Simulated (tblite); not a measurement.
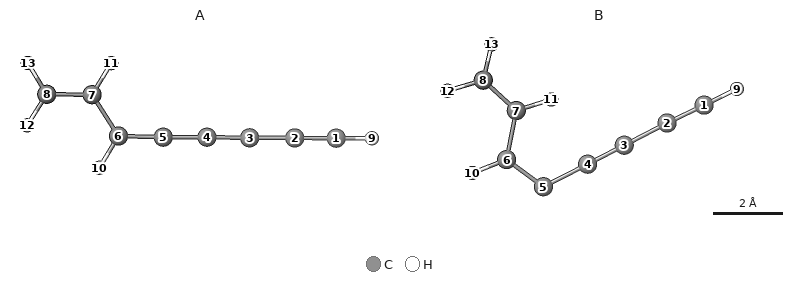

Two geometries of C$_{8}$H$_{5}$ (multiplicity 2), drawn at one scale. One is the start of a relaxation, the other its converged end. Style: ball-and-stick. Shown face on.

Computed with GFN2-xTB geometry optimisation, gas phase in tblite 0.8.0. 

Which geometry has the lower energy?

Answer. Structure A is the relaxed one. The atom that moves furthest after the best rigid fit is H13 (1.98 Å). By element the largest moves are H 1.98 Å, C 1.56 Å. Some distances before and after: C4–C5 1.456 → 1.285 Å, C2–C3 1.416 → 1.325 Å, C3–C4 1.211 → 1.253 Å, C5–C6 1.346 → 1.315 Å. Bond angles that change, for instance: C4–C5–C6 116.6° → 178.5°, C5–C6–C7 115.2° → 124.1°, C7–C6–H10 122.5° → 116.4°. After 79 geometry steps the energy has fallen by 122.1 kJ/mol.
